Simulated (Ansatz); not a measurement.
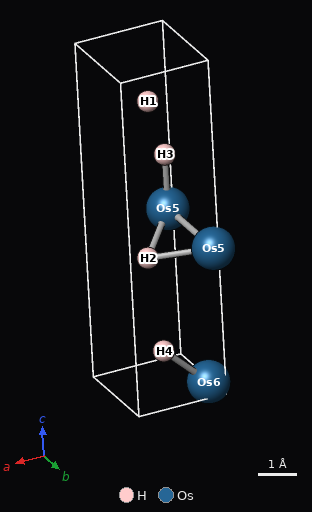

A crystal of H2Os (a generated structure, set up in P1) (coarse preliminary run), before the relaxation. Style: ball-and-stick. Shown: the cell of the calculation, from a free direction.

These are results of DFT PBE, scalar-relativistic, plane waves, PAW in Ansatz 0.2.0, not measurements.

Input file:
```yaml
crystal:
  lattice:
    - [2.5840269312, 0.0, 0.0]
    - [-0.0251129472, 2.6203159247, 0.0]
    - [-0.3195558887, -1.0588448015, 9.361883351]
  atoms:
    - { symbol: H, position: [0.5963392076, 0.7795761881, 0.8912318301] }
    - { symbol: H, position: [0.533866745, 0.4553872865, 0.3783760311] }
    - { symbol: H, position: [0.08192875, 0.0499760281, 0.6098570877] }
    - { symbol: H, position: [0.6281419816, 0.8946608138, 0.1587553606] }
    - { symbol: Os, position: [0.0490256785, 0.9869361936, 0.4379652896] }
    - { symbol: Os, position: [0.1106976372, 0.8334634901, 0.0238144011] }
basis:
  ecutwfc: 420
kpoints:
  mp_grid: { grid: [6, 6, 2] }
hamiltonian:
  xc: pbe
scf:
  occupations: { method: gaussian, width: 0.1 }
  lower_state_search: "off"
output:
  forces: true
  stress: true
  eigenvalues: true
relax:
  adjacent_minimum: "off"
  f_tol: 0.04
  max_steps: 70
  cell: { stress_tol: 0.4 }
```

Run as
```bash
ansatz run input.yaml --threads 1 --pin off --max-ram 2560MiB --backend cpu --events-out ev --progress --plain --runs-dir out
```

Question: Predict the outcome.

Answer: H4 moves most relative to the cell: 0.040 Å roughly along −b. By element the largest moves are H 0.040 Å, Os 0.023 Å. The drawn cell changes at constant volume: a 2.584 → 2.571 Å (−0.5 %), b 2.620 → 2.643 Å (+0.9 %), c 9.427 → 9.401 Å (−0.3 %), γ 90.5° → 91.9°. Among the contacts that change: H2–Os5 1.941 → 1.899 Å, Os5–Os5 2.620 → 2.643 Å, H2–Os5 (another image) 1.932 → 1.951 Å, H3–Os5 1.610 → 1.591 Å. The space group stays P1 (No. 1). After 3 accepted moves (5 points after the start) the energy has fallen by 2.8 meV per atom. The largest force component goes from 0.33 to 0.012 eV/Å. The pressure goes from −0.31 to 0.03 GPa. The line search rejected the trial step at point 3 of the run. At 1 point the geometry stayed and the basis and grid were re-selected for the new cell (energy shift of less than 0.05 meV per atom at most each time). Cost: 31 s on 1 thread of Arm Neoverse V2, on a shared host, peak memory 0.36 GiB.

Final geometry:

```xyz
6
Lattice="2.5708 -0.0304 -0.0018 -0.0558 2.6422 0.0028 -0.3120 -1.0539 9.3370" Properties=species:S:1:pos:R:3 pbc="T T T"
H     1.2004    1.0868    8.3208
H     1.2522    0.8201    3.5362
H     0.0001   -0.4837    5.6767
H     1.5158    2.1377    1.4911
Os   -0.0557    2.1579    4.0885
Os    0.2257    2.1544    0.2368
```

After the run, drawn alike:

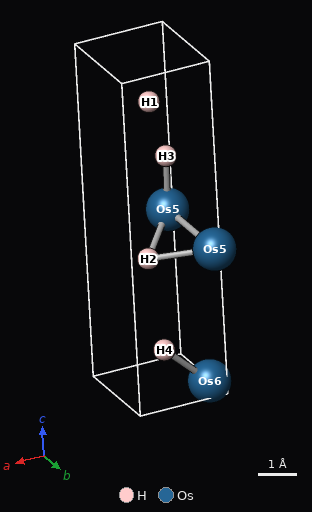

Limits of the set-up: the k-point mesh is coarse for a cell with partly filled bands.
